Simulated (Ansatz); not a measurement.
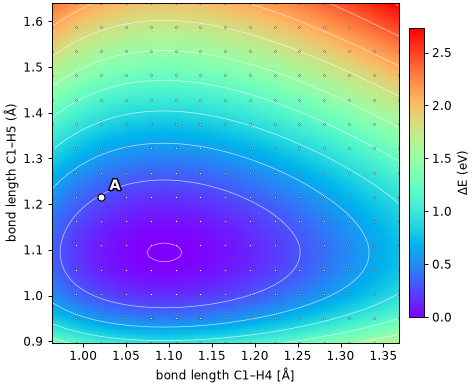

CH4AlO, SMILES [CH2]1[OH+][AlH]1, charge +1. First axis: bond length C1–H4. Second axis: bond length C1–H5. Nothing is relaxed (all other coordinates rigid). The grid has 15 × 15 points. Points are written as (first, second). Energies: eV, counted from the lowest grid point. The reference is spin-restricted, which grows unreliable where a bond is stretched far. These are results of RKS PBE-D4/def2-TZVP (Ansatz), not measurements.

The picture shows a smooth colour map with a few white contour lines, dots at the grid points, the point A. Between grid points the surface is interpolated.

Q: Which way does the force act at A, and how strong is it?

A: A, at (1.021 Å, 1.216 Å), is not a stationary point. The computed force is 3 eV for each Å towards larger values of bond length C1–H4 and 2.8 eV for each Å towards smaller values of bond length C1–H5.
